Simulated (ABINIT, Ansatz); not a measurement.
# How the form of the self-energy moves the gap of BaTiB2O6 (R-3)

Wanted: the gap of BaTiB2O6 (R-3) under several approximations, with cost.

Method: LDA and many-body steps on it, plane waves, in ABINIT 10.8.3.

**1. The starting structure**

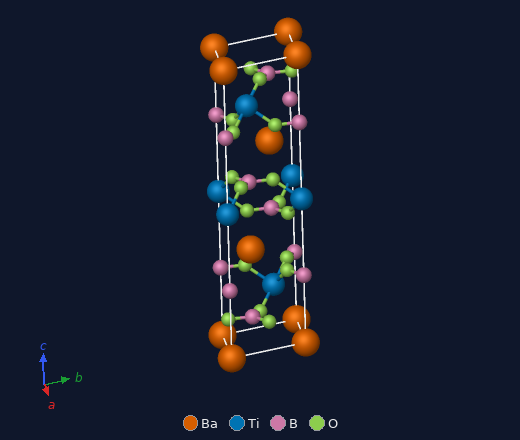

Start, viewed slightly off an axis; barium orange, titanium blue, boron pink, oxygen green. This picture shows the conventional cell, with its axes. Bonds to atoms that aren't drawn are left out. Some periodic images of atoms are drawn too.

The cell and positions come from the Crystallography Open Database and are kept as given unless a step says otherwise. Spin-orbit coupling is left out unless a step names it.

**2. Empty states on the mesh, 2×2×2 mesh, 247 bands**

This step: ABINIT 10.8.3; DFT, LDA, plane waves, norm-conserving pseudopotentials.

The sums over transitions need many empty states on a uniform mesh; this step solves for them.

run.abi

```
acell 3*1.0 Angstrom
rprim 
  2.510250000000 1.449293513209 5.461466666706
  -2.510250000000 1.449293513209 5.461466666706
  0.000000000000 -2.898587026491 5.461466666687
ntypat 4
znucl 56 22 5 8
natom 10
typat 1 2 3 3 4 4 4 4 4 4
xred 
  0.000000000000 0.000000000000 0.000000000000
  0.500000000000 0.500000000000 0.500000000000
  0.765800000000 0.765800000000 0.765800000000
  0.234200000000 0.234200000000 0.234200000000
  0.076700000000 0.577400000000 0.636400000000
  0.636400000000 0.076700000000 0.577400000000
  0.577400000000 0.636400000000 0.076700000000
  0.923300000000 0.422600000000 0.363600000000
  0.363600000000 0.923300000000 0.422600000000
  0.422600000000 0.363600000000 0.923300000000
pp_dirpath "pseudos"
pseudos "Ba.upf, Ti.upf, B.upf, O.upf"
ecut 38
ngkpt 2 2 2
nshiftk 1
shiftk 0 0 0
kptopt 1
chksymbreak 0
iscf -2
irdden 1
istwfk *1
nband 247
nbdbuf 22
tolwfr 1e-09
nstep 60
prtvol 0
indata_prefix "in"
outdata_prefix "out"
tmpdata_prefix "tmp"
```

Started as:

```bash
$ OMP_NUM_THREADS=1 mpirun -n 4 abinit run.abi > log
```

Numbers of over 12 decimals in the logs are rounded to 6 here.

Log:

```text
.Version 10.8.3 of ABINIT. v10.8.2 released Aug 2026.

 Symmetries : space group R-3 (#148); Bravais hR (rhombohedral)
[... echo of the input left out ...]
== DATASET  1 ==================================================================
-   mpi_nproc: 4, omp_nthreads: 1 (-1 if OMP is not activated)

--- !DatasetInfo
iteration_state: {dtset: 1, }
dimensions: {natom: 10, nkpt: 4, mband: 247, nsppol: 1, nspinor: 1, nspden: 1, mpw: 9034, }
cutoff_energies: {ecut:  38.0, pawecutdg:  -1.0, }
[...]
2.75493    2.75727    2.76656    2.76656    2.80127    2.80926    2.80926    2.81291
   2.86332    2.88297    2.90960    2.90961    2.92604    2.92605    2.92861    2.94302
   2.96143    2.96148    2.99227    3.02132    3.02282    3.02615    3.04461
 prteigrs : prtvol=0 or 1, do not print more k-points.

== END DATASET(S) ==============================================================
================================================================================

 -outvars: echo values of variables after computation  --------
            nband         247
             nkpt           4
          spgroup         148
 [... the other variables as echoed above ...]

 Calculation completed.
```

It took 5.2 min on 4 MPI ranks of Intel Xeon Platinum 8259CL at 2.50GHz (Skylake/Cascade Lake), shared host; peak memory 0.59 GiB.

This step gave:

```
gap                                                           : 2.492 eV
k of the valence top                                          : 0.5, 0.5, 0.5
k of the conduction bottom                                    : 0, 0, 0
least direct gap                                              : 2.494 eV
k points computed                                             : 4
lowest point of the top converged band, above the valence top : 71.2122 eV
```

On this mesh the gap is 2.492 eV.

The density comes from a self-consistent run that is not shown.

**3. Screening, 2×2×2 mesh, 111 bands, screening to 114.3 eV**

The RPA dielectric matrix is built and inverted for each q.

This step: RPA screening on LDA, plane waves, norm-conserving pseudopotentials.

run.abi, as its differences from that of step 2:

```diff
@@ -28,10 +28,11 @@
 chksymbreak 0
-iscf -2
-irdden 1
 istwfk *1
-nband 247
-nbdbuf 22
-tolwfr 1e-09
-nstep 60
-prtvol 0
+occopt 1
+irdwfk 1
+optdriver 3
+nband 111
+ecuteps 4.2
+inclvkb 2
+awtr 1
+symchi 1
 indata_prefix "in"
```

Log:

```text
.Version 10.8.3 of ABINIT. v10.8.2 released Aug 2026.

 Symmetries : space group R-3 (#148); Bravais hR (rhombohedral)
[... echo of the input left out ...]
== DATASET  1 ==================================================================
-   mpi_nproc: 4, omp_nthreads: 1 (-1 if OMP is not activated)

--- !DatasetInfo
iteration_state: {dtset: 1, }
dimensions: {natom: 10, nkpt: 4, mband: 111, nsppol: 1, nspinor: 1, nspden: 1, mpw: 9034, }
cutoff_energies: {ecut:  38.0, pawecutdg:  -1.0, }
electrons: {nelect:   6.40000000E+01, charge:   0.00000000E+00, occopt:   1.00000000E+00, tsmear:   1.00000000E-02, }

 SCREENING: Calculation of the susceptibility and dielectric matrices

 Based on a program developped by R.W. Godby, V. Olevano, G. Onida, and L. Reining.
 Incorporated in ABINIT by V. Olevano, G.-M. Rignanese, and M. Torrent.
.Using double precision arithmetic ; gwpc =  8

[... cell and pseudopotentials left out ...]
--------------------------------------------------------------------------------

 ==== K-mesh for the wavefunctions ====
 Number of points in the irreducible wedge :     4
[... list of points left out ...]
 Together with  6 symmetry operations and time-reversal symmetry
 yields     8 points in the full Brillouin Zone.

 ==== Q-mesh for the screening function ====
 Number of points in the irreducible wedge :     4
[... list of points left out ...]
 Together with  6 symmetry operations and time-reversal symmetry
 yields     8 points in the full Brillouin Zone.

 setmesh: FFT mesh size selected  =    45x   45x   45
          total number of points  =        91125

 vcoul_init : cutoff-mode = AUXILIARY_FUNCTION
 q-points for optical limit:   1
     1)      0.000010    0.000020    0.000030

- screening: taking advantage of time-reversal symmetry
- Maximum band index for partially occupied states nbvw = 32
- Remaining bands to be divided among processors   nbcw = 79
- Number of bands treated by each node ~19

 Number of electrons calculated from density =   64.0000; Expected =   64.0000
 average of density, n =  0.079552
 r_s =    1.4424
 omega_plasma =   27.2070 [eV]

 calculating chi0 at frequencies [eV] :
  1    0.000000E+00    0.000000E+00
  2    0.000000E+00    2.720698E+01

--------------------------------------------------------------------------------
  q-point number  1        q = ( 0.000000, 0.000000, 0.000000) [r.l.u.]
--------------------------------------------------------------------------------
[... chi0 elements left out ...]
 For q-point:  0.000010 0.000020 0.000030
  dielectric constant =   4.2138
  dielectric constant without local fields =   4.6625

  Average fulfillment of the sum rule on Im[epsilon] for q-point    1 :     45.25  [%]
[... wings left out ...]
  q-point number  2        q = ( 0.500000, 0.000000, 0.000000) [r.l.u.]
--------------------------------------------------------------------------------
[... chi0 elements left out ...]
  Average fulfillment of the sum rule on Im[epsilon] for q-point    2 :     51.97  [%]

 [... 2 further q-points ...]
```

The job ended after 2.2 min (4 MPI ranks; peak memory 1.9 GiB; 8.6 min of CPU time).

Numbers from this step:

```
ε∞ with local fields, on this mesh, along the program's q direction : 4.214
the same without local fields                                       : 4.662
plasma frequency                                                    : 27.21 eV
plane waves in the screening matrix                                 : 333
```

Local fields lower ε∞ by 10 %. On a Γ-centred mesh this coarse the value itself is usually too large, while a short band sum pulls it down.

**4. G0W0, Godby-Needs plasmon pole**

The self-energy is evaluated for the states that the input lists, and the levels follow from it, in one-shot runs by the linearised quasiparticle equation.

This step: G0W0 on LDA, plane waves, norm-conserving pseudopotentials.

run.abi, as its differences from that of step 3:

```diff
@@ -31,8 +31,17 @@
 irdwfk 1
-optdriver 3
+optdriver 4
 nband 111
+gwcalctyp 0
+ecutsigx 38
+symsigma 1
+nkptgw 2
+kptgw 
+  0.5000000000 0.5000000000 0.5000000000
+  0.0000000000 0.0000000000 0.0000000000
+bdgw 
+  31 35
+  31 35
 ecuteps 4.2
-inclvkb 2
-awtr 1
-symchi 1
+irdscr 1
+ppmodel 1
 indata_prefix "in"
```

Log:

```text
.Version 10.8.3 of ABINIT. v10.8.2 released Aug 2026.

 Symmetries : space group R-3 (#148); Bravais hR (rhombohedral)
[... echo of the input left out ...]
== DATASET  1 ==================================================================
-   mpi_nproc: 4, omp_nthreads: 1 (-1 if OMP is not activated)

--- !DatasetInfo
iteration_state: {dtset: 1, }
dimensions: {natom: 10, nkpt: 4, mband: 111, nsppol: 1, nspinor: 1, nspden: 1, mpw: 9034, }
cutoff_energies: {ecut:  38.0, pawecutdg:  -1.0, }
electrons: {nelect:   6.40000000E+01, charge:   0.00000000E+00, occopt:   1.00000000E+00, tsmear:   1.00000000E-02, }

 SIGMA: Calculation of the GW corrections

 Based on a program developped by R.W. Godby, V. Olevano, G. Onida, and L. Reining.
 Incorporated in ABINIT by V. Olevano, G.-M. Rignanese, and M. Torrent.
.Using double precision arithmetic ; gwpc =  8

[... cell and pseudopotentials left out ...]
--------------------------------------------------------------------------------

 ==== K-mesh for the wavefunctions ====
 Number of points in the irreducible wedge :     4
[... list of points left out ...]
 Together with  6 symmetry operations and time-reversal symmetry
 yields     8 points in the full Brillouin Zone.

 ==== Q-mesh for screening function ====
 Number of points in the irreducible wedge :     4
[... list of points left out ...]
 Together with  6 symmetry operations and time-reversal symmetry
 yields     8 points in the full Brillouin Zone.

 vcoul_init : cutoff-mode = AUXILIARY_FUNCTION
 q-points for optical limit:   1
     1)      0.000010    0.000020    0.000030
 setmesh: FFT mesh size selected  =    72x   72x   72
          total number of points  =       373248

 Number of electrons calculated from density =   64.0000; Expected =   64.0000
 average of density, n =  0.079552
 r_s =    1.4424
 omega_plasma =   27.2070 [eV]

 === KS Band Gaps ===
  >>>> For spin  1
   Minimum direct gap =   2.4946 [eV], located at k-point      :   0.0000  0.0000  0.0000
   Fundamental gap    =   2.4918 [eV], Top of valence bands at :   0.5000  0.5000  0.5000
                                       Bottom of conduction at :   0.0000  0.0000  0.0000
 SIGMA fundamental parameters:
 PLASMON POLE MODEL  1
 number of plane-waves for SigmaX                 8981
 number of plane-waves for SigmaC and W            333
 number of plane-waves for wavefunctions          8981
 number of bands                                   111
 number of independent spin polarizations            1
 number of spinorial components                      1
 number of k-points in IBZ                           4
 number of q-points in IBZ                           4
 number of symmetry operations                       6
 number of k-points in BZ                            8
 number of q-points in BZ                            8
 number of frequencies for dSigma/dE                 9
 frequency step for dSigma/dE [eV]                0.25
 number of omega for Sigma on real axis              0
 max omega for Sigma on real axis  [eV]           0.00
 zcut for avoiding poles [eV]                     0.10

 EPSILON^-1 parameters (SCR file):
 dimension of the eps^-1 matrix on file            333
 dimension of the eps^-1 matrix used               333
 number of plane-waves for wavefunctions          8981
 number of bands                                   111
 number of q-points in IBZ                           4
 number of frequencies                               2
 number of real frequencies                          1
 number of imag frequencies                          1

 matrix elements of self-energy operator (all in [eV])

 Perturbative Calculation

--- !SelfEnergy_ee
iteration_state: {dtset: 1, }
kpoint     : [   0.500,    0.500,    0.500, ]
spin       : 1
KS_gap     :    2.514
QP_gap     :    5.019
Delta_QP_KS:    2.505
data: !SigmaeeData |
     Band     E0 <VxcDFT>   SigX SigC(E0)      Z dSigC/dE  Sig(E)    E-E0       E
       31   3.367 -19.786 -24.771   4.994   0.787  -0.271 -19.779   0.007   3.375
       32   3.753 -20.237 -25.167   5.014   0.787  -0.270 -20.171   0.065   3.819
       33   6.267 -19.181 -11.022  -4.908   0.791  -0.265 -16.610   2.571   8.838
       34   6.753 -20.705 -12.485  -4.797   0.781  -0.281 -18.032   2.673   9.425
       35   6.753 -20.705 -12.485  -4.797   0.781  -0.281 -18.032   2.673   9.425

--- !SelfEnergy_ee
iteration_state: {dtset: 1, }
kpoint     : [   0.000,    0.000,    0.000, ]
spin       : 1
KS_gap     :    2.495
QP_gap     :    5.054
Delta_QP_KS:    2.559
data: !SigmaeeData |
     Band     E0 <VxcDFT>   SigX SigC(E0)      Z dSigC/dE  Sig(E)    E-E0       E
       31   3.381 -19.874 -24.888   5.022   0.786  -0.272 -19.867   0.007   3.387
       32   3.750 -20.206 -25.121   5.002   0.787  -0.270 -20.137   0.069   3.820
       33   6.245 -19.517 -11.127  -5.056   0.788  -0.268 -16.889   2.628   8.874
       34   6.659 -20.467 -12.188  -4.863   0.782  -0.278 -17.794   2.673   9.331
       35   6.659 -20.467 -12.188  -4.863   0.782  -0.278 -17.794   2.673   9.331

== END DATASET(S) ==============================================================
================================================================================

 -outvars: echo values of variables after computation  --------
           etotal      0.0000000000E+00
            nband         111
             nkpt           4
          spgroup         148
 [... the other variables as echoed above ...]

 Calculation completed.
```

It took 25 s on 4 MPI ranks; peak memory 1.8 GiB.

Numbers from this step:

```
G0W0 gap on the points computed              : 5.018 eV
starting gap on the mesh                     : 2.492 eV
k of the valence top                         : 0, 0, 0
k of the conduction bottom                   : 0.5, 0.5, 0.5
Z at the valence top                         : 0.787
Z at the conduction bottom                   : 0.791
least direct G0W0 gap on the computed points : 5.019 eV
```

The gap on the mesh goes from 2.49 eV to 5.02 eV, a correction of +2.53 eV.

**5. G0W0, von der Linden-Horsch plasmon pole**

run.abi, as its differences from that of step 4:

```diff
@@ -45,3 +45,3 @@
 irdscr 1
-ppmodel 1
+ppmodel 3
 indata_prefix "in"
```

Log:

```text
.Version 10.8.3 of ABINIT. v10.8.2 released Aug 2026.

 Symmetries : space group R-3 (#148); Bravais hR (rhombohedral)
[... echo of the input left out ...]
== DATASET  1 ==================================================================
-   mpi_nproc: 4, omp_nthreads: 1 (-1 if OMP is not activated)

--- !DatasetInfo
iteration_state: {dtset: 1, }
dimensions: {natom: 10, nkpt: 4, mband: 111, nsppol: 1, nspinor: 1, nspden: 1, mpw: 9034, }
cutoff_energies: {ecut:  38.0, pawecutdg:  -1.0, }
electrons: {nelect:   6.40000000E+01, charge:   0.00000000E+00, occopt:   1.00000000E+00, tsmear:   1.00000000E-02, }

 SIGMA: Calculation of the GW corrections

 Based on a program developped by R.W. Godby, V. Olevano, G. Onida, and L. Reining.
 Incorporated in ABINIT by V. Olevano, G.-M. Rignanese, and M. Torrent.
.Using double precision arithmetic ; gwpc =  8

[... cell and pseudopotentials left out ...]
--------------------------------------------------------------------------------

 ==== K-mesh for the wavefunctions ====
 Number of points in the irreducible wedge :     4
[... list of points left out ...]
 Together with  6 symmetry operations and time-reversal symmetry
 yields     8 points in the full Brillouin Zone.

 ==== Q-mesh for screening function ====
 Number of points in the irreducible wedge :     4
[... list of points left out ...]
 Together with  6 symmetry operations and time-reversal symmetry
 yields     8 points in the full Brillouin Zone.

 vcoul_init : cutoff-mode = AUXILIARY_FUNCTION
 q-points for optical limit:   1
     1)      0.000010    0.000020    0.000030
 setmesh: FFT mesh size selected  =    72x   72x   72
          total number of points  =       373248

 Number of electrons calculated from density =   64.0000; Expected =   64.0000
[...]
number of omega for Sigma on real axis              0
 max omega for Sigma on real axis  [eV]           0.00
 zcut for avoiding poles [eV]                     0.10

 EPSILON^-1 parameters (SCR file):
 dimension of the eps^-1 matrix on file            333
 dimension of the eps^-1 matrix used               333
 number of plane-waves for wavefunctions          8981
 number of bands                                   111
 number of q-points in IBZ                           4
 number of frequencies                               2
 number of real frequencies                          1
 number of imag frequencies                          1

 matrix elements of self-energy operator (all in [eV])

 Perturbative Calculation

--- !SelfEnergy_ee
iteration_state: {dtset: 1, }
kpoint     : [   0.500,    0.500,    0.500, ]
spin       : 1
KS_gap     :    2.514
QP_gap     :    5.258
Delta_QP_KS:    2.744
data: !SigmaeeData |
     Band     E0 <VxcDFT>   SigX SigC(E0)      Z dSigC/dE  Sig(E)    E-E0       E
       31   3.367 -19.786 -24.771   4.955   0.859  -0.164 -19.812  -0.026   3.342
       32   3.753 -20.237 -25.167   5.011   0.858  -0.165 -20.168   0.069   3.822
       33   6.267 -19.181 -11.022  -4.906   0.864  -0.157 -16.368   2.813   9.080
[...]
--- !SelfEnergy_ee
iteration_state: {dtset: 1, }
kpoint     : [   0.000,    0.000,    0.000, ]
spin       : 1
KS_gap     :    2.495
QP_gap     :    5.311
Delta_QP_KS:    2.816
data: !SigmaeeData |
     Band     E0 <VxcDFT>   SigX SigC(E0)      Z dSigC/dE  Sig(E)    E-E0       E
[...]
34   6.659 -20.467 -12.188  -4.807   0.859  -0.164 -17.484   2.983   9.641
       35   6.659 -20.467 -12.188  -4.807   0.859  -0.164 -17.484   2.983   9.641

== END DATASET(S) ==============================================================
================================================================================

 -outvars: echo values of variables after computation  --------
           etotal      0.0000000000E+00
            nband         111
             nkpt           4
          spgroup         148
 [... the other variables as echoed above ...]

 Calculation completed.
```

It took 23 s on 4 MPI ranks; peak memory 1.7 GiB; 90 s of CPU time.

Numbers from this step:

```
G0W0 gap on the points computed              : 5.258 eV
starting gap on the mesh                     : 2.492 eV
k of the valence top                         : 0.5, 0.5, 0.5
k of the conduction bottom                   : 0.5, 0.5, 0.5
Z at the valence top                         : 0.858
Z at the conduction bottom                   : 0.864
least direct G0W0 gap on the computed points : 5.258 eV
```

Against G0W0 in ABINIT (2×2×2 mesh, 111 bands, screening to 114.3 eV, Godby-Needs plasmon pole), the gap moves by +0.240 eV.

**6. G0W0, Hybertsen-Louie plasmon pole**

run.abi, as its differences from that of step 5:

```diff
@@ -45,3 +45,3 @@
 irdscr 1
-ppmodel 3
+ppmodel 2
 indata_prefix "in"
```

Log:

```text
.Version 10.8.3 of ABINIT. v10.8.2 released Aug 2026.

 Symmetries : space group R-3 (#148); Bravais hR (rhombohedral)
[... echo of the input left out ...]
== DATASET  1 ==================================================================
-   mpi_nproc: 4, omp_nthreads: 1 (-1 if OMP is not activated)

--- !DatasetInfo
iteration_state: {dtset: 1, }
dimensions: {natom: 10, nkpt: 4, mband: 111, nsppol: 1, nspinor: 1, nspden: 1, mpw: 9034, }
cutoff_energies: {ecut:  38.0, pawecutdg:  -1.0, }
[...]
Band     E0 <VxcDFT>   SigX SigC(E0)      Z dSigC/dE  Sig(E)    E-E0       E
[...]
34   6.659 -20.467 -12.188  -4.432   0.861  -0.161 -17.155   3.312   9.970
       35   6.659 -20.467 -12.188  -4.432   0.861  -0.161 -17.155   3.312   9.970

== END DATASET(S) ==============================================================
================================================================================

 -outvars: echo values of variables after computation  --------
           etotal      0.0000000000E+00
            nband         111
             nkpt           4
          spgroup         148
 [... the other variables as echoed above ...]

 Calculation completed.
```

It took 26 s on 4 MPI ranks; peak memory 1.8 GiB; 1.7 min of CPU time.

This step gave:

* G0W0 gap on the points computed: 5.956 eV
* starting gap on the mesh: 2.492 eV
* k of the valence top: 0.5, 0.5, 0.5
* k of the conduction bottom: 0.5, 0.5, 0.5
* least direct G0W0 gap on the computed points: 5.956 eV

Against G0W0 in ABINIT (2×2×2 mesh, 111 bands, screening to 114.3 eV, Godby-Needs plasmon pole), the gap moves by +0.938 eV.

(Continued in part 2 of 2.)

[Paths, hosts, dates, memory and timing lines, banners, echoed tables and standing remarks are left out of the program output.]

[Logs are printed without paths, hosts, clocks, repeated set-up lines and the standing remarks that a program may print on its own settings, such as how far it seeks lower states.]

[Runs of the session that timed out or met a known fault of the program may be left out.]

[Hosts, paths, dates, database ids (printed as entryN), source tags and the programs' standing remarks are cut or masked in the printed files.]

[G0W0 gaps are taken among the corrected bands and points alone; a level outside them can change the order at an edge.]

[Where Ansatz stands beside ABINIT at settings called matched, ABINIT's density can come from a denser mesh and the files from another edition; pairs whose starting gaps differed by over 0.03 eV were left out, so agreement reads better than it is.]
